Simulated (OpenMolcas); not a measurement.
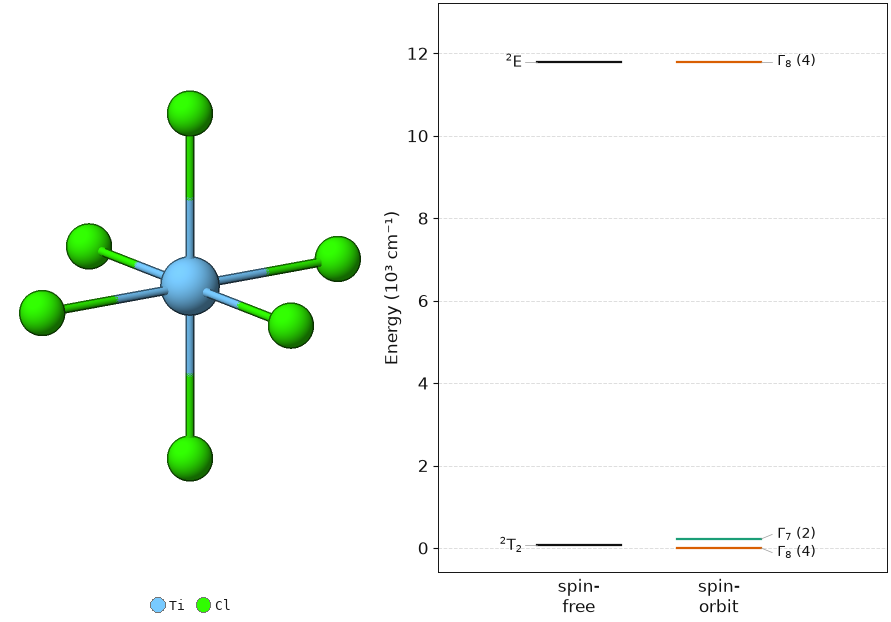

Ti³⁺ (3d) as a dopant in Cs₂NaYCl₆, a cluster with its 6 nearest Cl⁻ at 2.496 Å (octahedron) embedded in model potentials and point charges; the geometry was set, not optimised, and its levels. Labels give the representation in O, Td, D4 or D3 as the site allows (double group for half-integer spin) where it could be assigned and, in brackets, the degeneracy; spin-free states, where drawn, share the zero of the spin-orbit levels. Computed with OpenMolcas: state-averaged SS-CASPT2, IPEA shift 0.25, imaginary shift 0.1 hartree, closed shells 3s 3p correlated, active space 1 electron in the shell 3d, basis ANO-RCC-VDZP on all atoms, DKH2 scalar Hamiltonian, spin-orbit coupling by RASSI with atomic mean-field integrals.

Give the ground level, the first gap and the ligand-field bands.

Answer. The ground level is Γ₈, 4-fold degenerate, 100 % from states of spin multiplicity 2. The next level lies at 217 cm⁻¹ (Γ₇). The lowest spin-free state is ²T₂; of the same spin there follows at 11,700 cm⁻¹ (²E) above it. A ligand-field fit to the spin-free states gives |10Dq| = 11,700 cm⁻¹.

Limits of the model: the geometry is set by hand, with no relaxation and no charge compensation.
